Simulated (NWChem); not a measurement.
# Single-point calculation, with input and output: MoO$_{3}$

System: MoO$_{3}$, multiplicity 3, SMILES [O]=[Mo](=[O])=[O].
Method: HF/3-21G, UHF (NWChem 7.3.0).

The run did not end well. The geometry is that of the parent species in another charge or spin state. The geometry comes from this level: PBE0-D4/def2-TZVP.

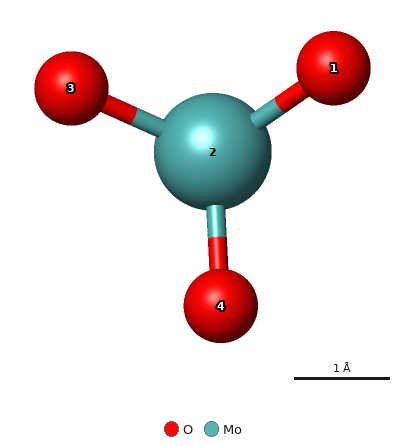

Figure 1. The structure (ball-and-stick view, seen on its broad side; atoms are numbered from 1 in the order of the input). Sticks mark near contacts. Bond lengths as drawn: Mo–O 1.69 Å.

The input:
```
start moo3
title "MoO3 hf"
memory 2200 mb
geometry noautosym nocenter noautoz
   O    -0.968000   -0.149800    1.262500
   Mo   -0.138100   -0.336500   -0.200300
   O     1.507000   -0.607600    0.088800
   O    -0.345200    1.033600   -1.171400
end
basis spherical bse
   * library 3-21G
end
scf
   nopen 2
   uhf
   thresh 1e-08
   maxiter 80
   print low
end
task scf energy
```

Launch command:
```bash
nwchem moo3.nw > moo3.out
```

The program's output:
```
Northwest Computational Chemistry Package (NWChem) 7.3.0
             --------------------------------------------------------

           Job information
           ---------------

    nwchem branch   = 7.3.0
    use scalapack   = T
    input           = moo3.nw
    prefix          = moo3.
    data base       = ./moo3.db
    status          = startup
    nproc           =        1

           Memory information
           ------------------

    heap     =     72089596 doubles =      550.0 Mbytes
    stack    =     72089601 doubles =      550.0 Mbytes
    global   =    144179200 doubles =     1100.0 Mbytes (distinct from heap & stack)
    total    =    288358397 doubles =     2200.0 Mbytes
    verify   = yes
    hardfail = no

           Directory information
           ---------------------

  0 permanent = .
  0 scratch   = .

                                NWChem Input Module
                                -------------------

                                      MoO3 hf
                                      -------

 Scaling coordinates for geometry "geometry" by  1.889725989
 (inverse scale =  0.529177249)

                             Geometry "geometry" -> ""
                             -------------------------

 Output coordinates in angstroms (scale by  1.889725989 to convert to a.u.)

  No.       Tag          Charge          X              Y              Z
 ---- ---------------- ---------- -------------- -------------- --------------
    1 O                    8.0000    -0.96800000    -0.14980000     1.26250000
    2 Mo                  42.0000    -0.13810000    -0.33650000    -0.20030000
    3 O                    8.0000     1.50700000    -0.60760000     0.08880000
    4 O                    8.0000    -0.34520000     1.03360000    -1.17140000

      Atomic Mass
      -----------

      O                 15.994910
      Mo                97.905500

 Effective nuclear repulsion energy (a.u.)     351.8158303583

            Nuclear Dipole moment (a.u.)
            ----------------------------
        X                 Y               Z
 ---------------- ---------------- ----------------
    -8.0309575063   -22.5319588522   -13.1778152088

            XYZ format geometry
            -------------------
     4
 geometry
 O                    -0.96800000    -0.14980000     1.26250000
 Mo                   -0.13810000    -0.33650000    -0.20030000
 O                     1.50700000    -0.60760000     0.08880000
 O                    -0.34520000     1.03360000    -1.17140000

 ==============================================================================
                                internuclear distances
 ------------------------------------------------------------------------------
       center one      |      center two      | atomic units |  angstroms
 ------------------------------------------------------------------------------
    2 Mo               |   1 O                |     3.19770  |     1.69215
    3 O                |   2 Mo               |     3.19773  |     1.69217
    4 O                |   2 Mo               |     3.19755  |     1.69207
 ------------------------------------------------------------------------------
                         number of included internuclear distances:          3
 ==============================================================================

 ==============================================================================
                                 internuclear angles
 ------------------------------------------------------------------------------
        center 1       |       center 2       |       center 3       |  degrees
 ------------------------------------------------------------------------------
    1 O                |   2 Mo               |   3 O                |   110.29
    1 O                |   2 Mo               |   4 O                |   110.29
    3 O                |   2 Mo               |   4 O                |   110.29
 ------------------------------------------------------------------------------
                            number of included internuclear angles:          3
 ==============================================================================

 Summary of "ao basis" -> "" (spherical)
 ------------------------------------------------------------------------------
       Tag                 Description            Shells   Functions and Types
 ---------------- ------------------------------  ------  ---------------------
 *                           3-21G                    on all atoms

                      Basis "ao basis" -> "ao basis" (spherical)
                      -----
  [basis functions not shown]

 Summary of "ao basis" -> "ao basis" (spherical)
 ------------------------------------------------------------------------------
       Tag                 Description            Shells   Functions and Types
 ---------------- ------------------------------  ------  ---------------------
 O                           3-21G                   5        9   3s2p
 Mo                          3-21G                  14       36   6s5p3d

                                 NWChem SCF Module
                                 -----------------

                                      MoO3 hf

  ao basis        = "ao basis"
  functions       =    63
  atoms           =     4
  alpha electrons =    34
  beta  electrons =    32
  charge          =   0.00
  wavefunction    = UHF
  input vectors   = atomic
  output vectors  = ./moo3.movecs
  use symmetry    = F
  symmetry adapt  = F

 Forming initial guess at       0.0s

 Starting SCF solution at       0.3s

  ga_iter_lsolve: convergence stagnant ... aborting solve

      Calculation failed to converge
      ------------------------------

       Final UHF  results
       ------------------

         Total SCF energy =  -4179.806686758360
      One electron energy =  -6472.706854010961
      Two electron energy =   1941.084336894307
 Nuclear repulsion energy =    351.815830358294

                       Sz =      1.0000
                 Sz(Sz+1) =      2.0000
                      S^2 =      2.7877

        Time for solution =     57.2s

 ------------------------------------------------------------------------
 scf energy failed                                                                                  0
 ------------------------------------------------------------------------
 ------------------------------------------------------------------------
  current input line :
    20: task scf energy
 ------------------------------------------------------------------------
 ------------------------------------------------------------------------
 This type of error is most commonly associated with calculations not reaching convergence criteria
 ------------------------------------------------------------------------

0:scf energy failed:Received an Error in Communication
  Errorcode: -1
```

What the run reported:

- outcome: not converged
- basis functions: 63
- hardware: 1 thread of Intel Xeon (Sapphire Rapids), 16 GiB of memory available, shared host
- wall time: 58 s
- peak memory: 0.096 GiB

The run did not converge. Its last values are not results. Notes on the run: scf energy failed.
